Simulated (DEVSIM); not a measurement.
Structure: Ti/AlN/p-Si capacitor, at 400 K.

```csv
layer (left to right),material,thickness (nm),Na (cm⁻³)
1,AlN,22.0,-
2,Si,5000,1.3e16
```

Metal gate on the left, work function 4.33 eV. Fixed charge at the semiconductor interface 2.9e10 cm⁻² (in units of +e); no interface traps.

Constants are typed, rounded textbook-type inputs, not results; the design itself was drawn at random and stands for no fabricated device. Values at 300 K; Nc and Nv go as T^1.5, mobilities as T to minus their exponent, the gap by Varshni's rule with the affinity fixed.

```
parameter         AlN        Si
----------------  ---  --------
gap (eV)          6.1     1.124
affinity (eV)     1.9      4.05
permittivity      8.5      11.7
Nc (cm⁻³)           -   2.86e19
Nv (cm⁻³)           -    3.1e19
Varshni α (eV/K)    -  0.000473
Varshni β (K)       -       636
```

DEVSIM, 1D Poisson equation in equilibrium, Boltzmann statistics, complete ionisation; no quantum confinement or tunnelling. Metal contacts follow the ideal Schottky-Mott rule: no Fermi-level pinning, no interface dipoles.

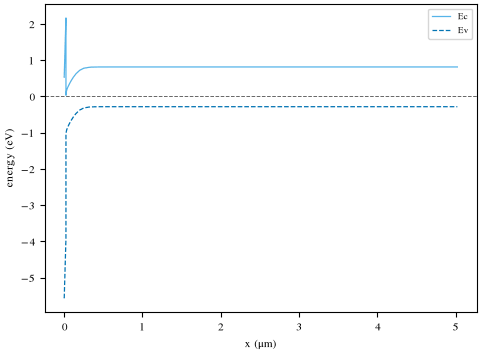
Fig. 1. Band edges at 1.9 V on the gate

Energies count from the Fermi level of the right contact; mesh points crowd at the junctions.

```json
[
 {"x (μm)": "0.000", "Ec (eV)": "0.530", "Ev (eV)": "-5.570", "n (cm⁻³)": "< 1e2", "p (cm⁻³)": "< 1e2", "field (V/cm)": "740000"},
 {"x (μm)": "0.001558", "Ec (eV)": "0.646", "Ev (eV)": "-5.454", "n (cm⁻³)": "< 1e2", "p (cm⁻³)": "< 1e2", "field (V/cm)": "740000"},
 {"x (μm)": "0.005171", "Ec (eV)": "0.915", "Ev (eV)": "-5.185", "n (cm⁻³)": "< 1e2", "p (cm⁻³)": "< 1e2", "field (V/cm)": "740000"},
 {"x (μm)": "0.01240", "Ec (eV)": "1.453", "Ev (eV)": "-4.647", "n (cm⁻³)": "< 1e2", "p (cm⁻³)": "< 1e2", "field (V/cm)": "740000"},
 {"x (μm)": "0.01952", "Ec (eV)": "1.982", "Ev (eV)": "-4.118", "n (cm⁻³)": "< 1e2", "p (cm⁻³)": "< 1e2", "field (V/cm)": "740000"},
 {"x (μm)": "0.02158", "Ec (eV)": "2.135", "Ev (eV)": "-3.965", "n (cm⁻³)": "< 1e2", "p (cm⁻³)": "< 1e2", "field (V/cm)": "740000"},
 {"x (μm)": "0.02284", "Ec (eV)": "0.051", "Ev (eV)": "-1.045", "n (cm⁻³)": "9.9e18", "p (cm⁻³)": "3200000", "field (V/cm)": "330000"},
 {"x (μm)": "0.02737", "Ec (eV)": "0.133", "Ev (eV)": "-0.963", "n (cm⁻³)": "9.3e17", "p (cm⁻³)": "3.5e7", "field (V/cm)": "110000"},
 {"x (μm)": "0.03715", "Ec (eV)": "0.208", "Ev (eV)": "-0.889", "n (cm⁻³)": "1.1e17", "p (cm⁻³)": "3.0e8", "field (V/cm)": "59000"},
 {"x (μm)": "0.06021", "Ec (eV)": "0.320", "Ev (eV)": "-0.777", "n (cm⁻³)": "4.1e15", "p (cm⁻³)": "7.8e9", "field (V/cm)": "43000"},
 {"x (μm)": "0.1158", "Ec (eV)": "0.528", "Ev (eV)": "-0.568", "n (cm⁻³)": "9.8e12", "p (cm⁻³)": "3.3e12", "field (V/cm)": "32000"},
 {"x (μm)": "0.3319", "Ec (eV)": "0.808", "Ev (eV)": "-0.288", "n (cm⁻³)": "2.9e9", "p (cm⁻³)": "1.1e16", "field (V/cm)": "1300"},
 {"x (μm)": "0.7716", "Ec (eV)": "0.814", "Ev (eV)": "-0.283", "n (cm⁻³)": "2.5e9", "p (cm⁻³)": "1.3e16", "field (V/cm)": "≈ 0"},
 {"x (μm)": "1.895", "Ec (eV)": "0.814", "Ev (eV)": "-0.283", "n (cm⁻³)": "2.5e9", "p (cm⁻³)": "1.3e16", "field (V/cm)": "≈ 0"},
 {"x (μm)": "3.987", "Ec (eV)": "0.814", "Ev (eV)": "-0.283", "n (cm⁻³)": "2.5e9", "p (cm⁻³)": "1.3e16", "field (V/cm)": "≈ 0"},
 {"x (μm)": "4.594", "Ec (eV)": "0.814", "Ev (eV)": "-0.283", "n (cm⁻³)": "2.5e9", "p (cm⁻³)": "1.3e16", "field (V/cm)": "≈ 0"},
 {"x (μm)": "4.845", "Ec (eV)": "0.814", "Ev (eV)": "-0.283", "n (cm⁻³)": "2.5e9", "p (cm⁻³)": "1.3e16", "field (V/cm)": "≈ 0"},
 {"x (μm)": "4.949", "Ec (eV)": "0.814", "Ev (eV)": "-0.283", "n (cm⁻³)": "2.5e9", "p (cm⁻³)": "1.3e16", "field (V/cm)": "≈ 0"},
 {"x (μm)": "5.001", "Ec (eV)": "0.814", "Ev (eV)": "-0.283", "n (cm⁻³)": "2.5e9", "p (cm⁻³)": "1.3e16", "field (V/cm)": "≈ 0"},
 {"x (μm)": "5.014", "Ec (eV)": "0.814", "Ev (eV)": "-0.283", "n (cm⁻³)": "2.5e9", "p (cm⁻³)": "1.3e16", "field (V/cm)": "≈ 0"},
 {"x (μm)": "5.019", "Ec (eV)": "0.814", "Ev (eV)": "-0.283", "n (cm⁻³)": "2.5e9", "p (cm⁻³)": "1.3e16", "field (V/cm)": "≈ 0"},
 {"x (μm)": "5.022", "Ec (eV)": "0.814", "Ev (eV)": "-0.283", "n (cm⁻³)": "2.5e9", "p (cm⁻³)": "1.3e16", "field (V/cm)": "≈ 0"}
]
```
